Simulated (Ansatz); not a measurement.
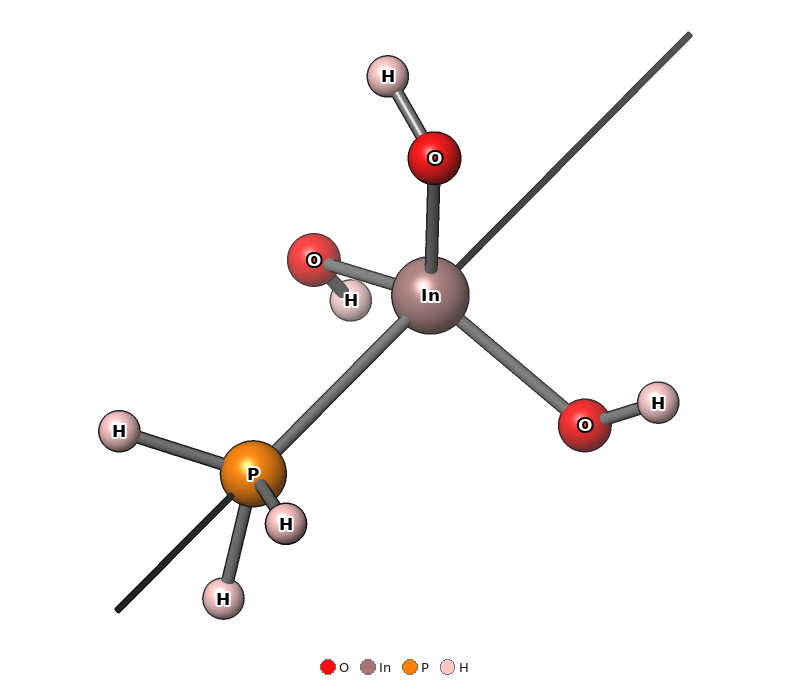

All proper rotation axes (lines) and mirror planes (discs) of the structure are drawn in. Atoms fade into the background with distance from the viewer. Computed geometry: PBE0-D4/def2-TZVP optimisation.

Name the symmetry elements and the point group.

Answer. It has 1 C3 axis. Point group C3. The group has 3 operations. The geometry is chiral, and symmetry allows a dipole moment.
